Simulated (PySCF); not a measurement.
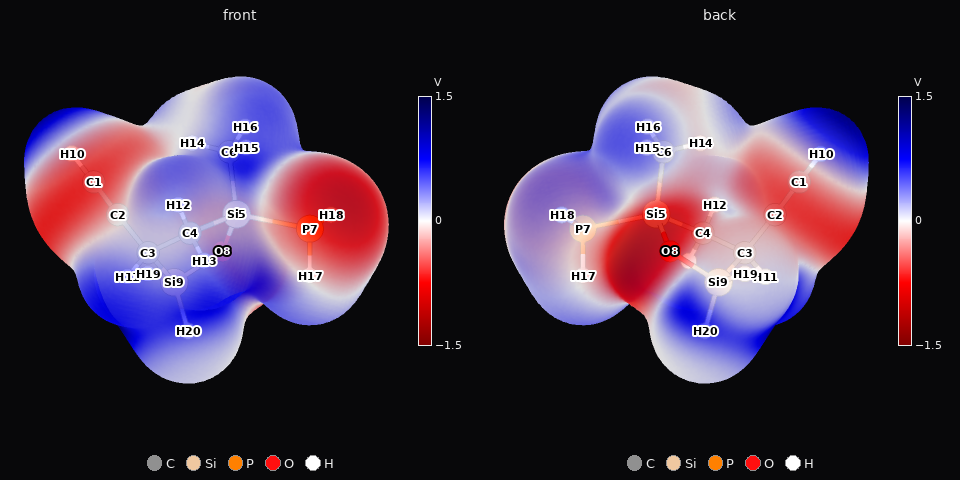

Figure. C$_{5}$H$_{11}$OPSi$_{2}$. The molecular electrostatic potential painted on the density surface at 0.001 e/bohr³, seen from the front and from behind; the colour scale runs from red (negative) to blue (positive).

Geometry: GFN2-xTB.

Computed with PySCF, PBE0/pcSseg-1, SCF density, gas phase, non-relativistic.

```tsv
atom	x (Å)	y (Å)	z (Å)
C	3.1010	0.5994	0.4073
C	2.2860	-0.2300	0.1189
C	1.2731	-1.1921	-0.2484
C	0.2664	-0.5416	-1.2153
Si	-1.0294	0.3641	-0.1357
C	-0.5522	2.1406	0.3373
P	-3.0936	0.2237	-1.0248
O	-0.9151	-0.5880	1.2110
Si	0.2805	-1.6976	1.3197
H	3.8286	1.3126	0.6563
H	1.7739	-2.0360	-0.7326
H	0.7824	0.1079	-1.9222
H	-0.2265	-1.3219	-1.7995
H	0.5162	2.2150	0.5143
H	-1.0670	2.4545	1.2401
H	-0.8174	2.8306	-0.4570
H	-3.3581	-1.0301	-0.5017
H	-3.6956	0.8543	0.0472
H	0.9744	-1.4390	2.5699
H	-0.3328	-3.0156	1.1782
```

Q: Describe the electrostatic potential map.

A: The most negative region (about −1.1 V) lies over O8, the most positive (about +1.2 V) over Si9 and H10. O8 is the likeliest acceptor of a hydrogen bond.
